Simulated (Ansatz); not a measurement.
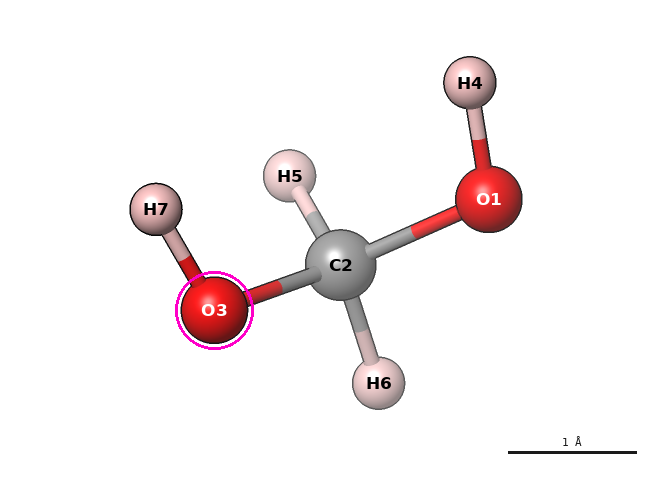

Orthographic view. Distant atoms are faded towards the background colour. The geometry was computed by an optimisation with PBE0-D4/def2-TZVP.

Q: Which atoms are bonded to the circled atom?

A: The circled atom is O3; it is bonded to C2, H7.

Q: What is the shortest path along bonds from the circled atom to H4?

A: O3–C2–O1–H4, 3 bonds; through space the two are 2.68 Å apart.

Q: Of C2 and O3, which is nearer the viewer?

A: O3; the bond to C2 points away from the viewer, so it looks shorter than its 1.40 Å.
